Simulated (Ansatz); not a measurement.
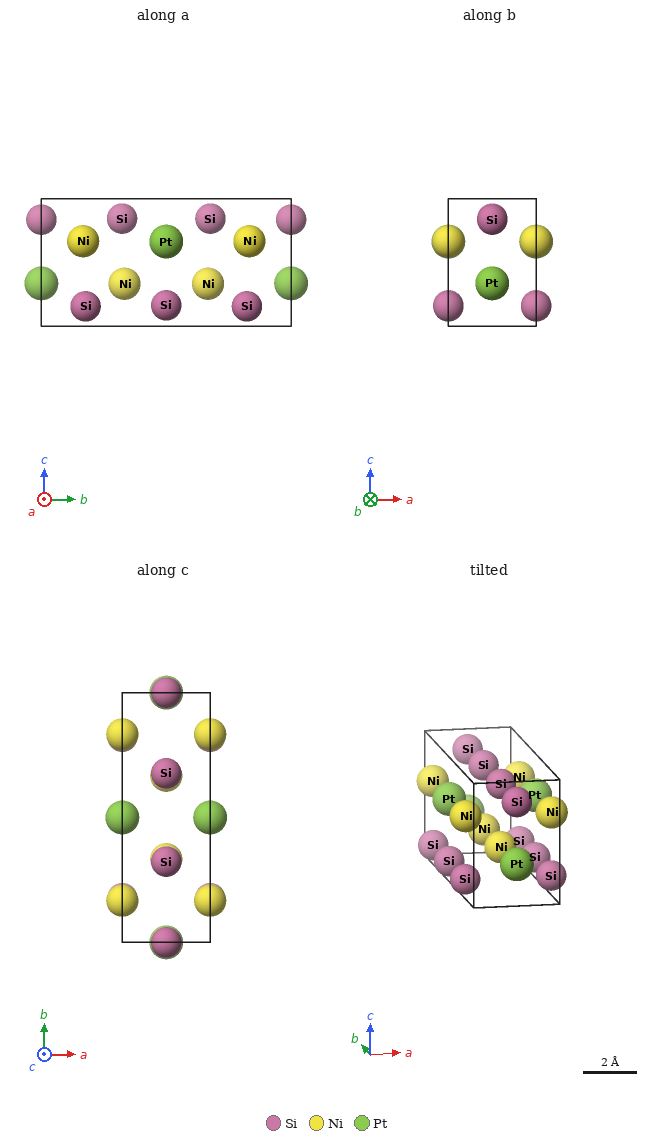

The crystal in a spheres-only representation, seen along the a axis, along the b axis, along the c axis and slightly off an axis. The parallelepiped is the conventional unit cell.

Lattice parameters: a = 3.341 Å, b = 9.505 Å, c = 4.848 Å, α = 90.00°, β = 90.00°, γ = 90.00°. Put a along x and b in the xy plane.

**Set out the cell and atoms as a POSCAR file, with free fractional coordinates to two decimals.**

```
Si Ni Pt
1.0
     3.341    0.000    0.000
     0.000    9.505    0.000
     0.000    0.000    4.848
Si Ni Pt
6 4 2
Direct
  0.50 0.68 0.84
  0.50 0.00 0.84
  0.50 0.32 0.84
  0.00 0.50 0.16
  0.00 0.82 0.16
  0.00 0.18 0.16
  0.50 0.67 0.33
  0.50 0.33 0.33
  0.00 0.83 0.67
  0.00 0.17 0.67
  0.50 0.00 0.34
  0.00 0.50 0.66
```

Source of the structure: a structure type filled with these elements by a generator (whether the compound takes this form wasn't checked). Earlier steps of the study, as a rule a relaxation of our own, may have changed the cell and positions, so they can lie some per cent off the listed ones. It was run through Ansatz as a DFT input.
